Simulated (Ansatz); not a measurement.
Calculation: PBE (plane waves to 420 eV, PAW; Ansatz, an electronic-structure program).

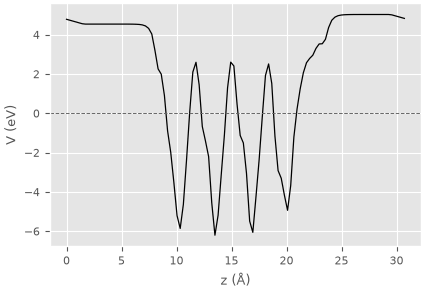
Figure: Planar average of the electrostatic potential across the slab, in eV from the highest filled level, for a constructed model of the (111)A surface of zinc-blende GaAs, from a spin-polarised start, Ga-terminated, 2x2 As adatom at T1 (bottom of the slab: 3 H on 4 bottom sites)

Set-up: 36 atoms, 14.9 Å thick at the start with caps and adatoms; mesh 3x3x1; 0.025 eV smearing; dipole correction on; 8 atoms held, the rest relaxed; held to the start's symmetry, so lower structures may exist; spin-polarised from one start with parallel moments (other orders not tried), ending with about 2.0 μB a cell; orders that need a larger cell were not tried, no spin-orbit, no U. In PBE it lies 0.33 eV a 1x1 cell over the lowest computed structure of the same composition (2x2 As adatom at H3).

The vacuum level lies 5.03 eV above the highest filled level over the top face and 4.54 eV above it under the bottom face.
